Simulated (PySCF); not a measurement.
System: C$_{3}$H$_{13}$B$_{2}$NSi (SMILES BCN([SiH3])B(C)C).

```yaml
atoms:
  - { symbol: B, position_ang: [-0.4688, 2.1385, 0.7802] }
  - { symbol: C, position_ang: [-1.2606, 1.0444, -0.0563] }
  - { symbol: N, position_ang: [-0.6082, -0.2803, -0.0449] }
  - { symbol: Si, position_ang: [-1.7225, -1.6000, 0.1952] }
  - { symbol: B, position_ang: [0.7769, -0.3226, -0.2395] }
  - { symbol: C, position_ang: [1.5691, -1.6948, -0.3738] }
  - { symbol: C, position_ang: [1.5833, 1.0439, -0.3454] }
  - { symbol: H, position_ang: [-0.5549, 3.2662, 0.4647] }
  - { symbol: H, position_ang: [-0.1583, 1.8730, 1.8798] }
  - { symbol: H, position_ang: [-1.4119, 1.3352, -1.1027] }
  - { symbol: H, position_ang: [-2.2639, 0.9479, 0.3732] }
  - { symbol: H, position_ang: [-1.0096, -2.8715, 0.2028] }
  - { symbol: H, position_ang: [-2.3948, -1.3771, 1.4816] }
  - { symbol: H, position_ang: [-2.7065, -1.5645, -0.8960] }
  - { symbol: H, position_ang: [2.6117, -1.5456, -0.6447] }
  - { symbol: H, position_ang: [1.5570, -2.2455, 0.5648] }
  - { symbol: H, position_ang: [1.1279, -2.3488, -1.1222] }
  - { symbol: H, position_ang: [1.0032, 1.8848, 0.0788] }
  - { symbol: H, position_ang: [2.5340, 1.0199, 0.1841] }
  - { symbol: H, position_ang: [1.7918, 1.3074, -1.3827] }
```

Geometry: GFN2-xTB.

Theory: CAM-B3LYP/def2-SVPD, SCF density, gas phase in PySCF.

**What will maps of the electron density and electron localisation function show?**

B–N (1.40 Å): the density is about 1.9 e/Å³ at the midpoint; the ELF peaks at about 0.95 between the atoms; a short, strongly polar bond.
C–N (1.48 Å): ρ is about 1.8 e/Å³ halfway; the ELF peaks at about 0.95 between the atoms; a covalent bond.
C–B (1.59 Å): the density is about 1.4 e/Å³ at the midpoint; the ELF peaks at about 1 between the atoms; a shared electron pair.
Si–N (1.74 Å): ρ is about 1.1 e/Å³ halfway; the ELF peaks at about 0.95 between the atoms (a polar covalent bond).

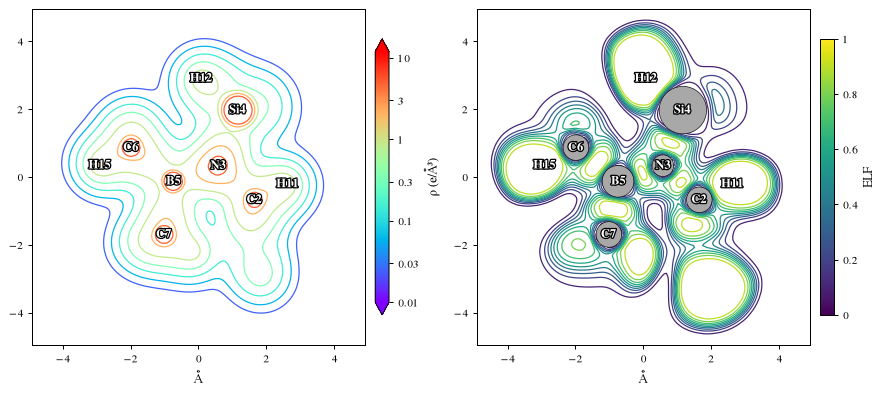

Computed electron density and electron localisation function on the plane of atoms C6, B5 and C7, in this order. Grey discs cover the atomic cores in the ELF map. 
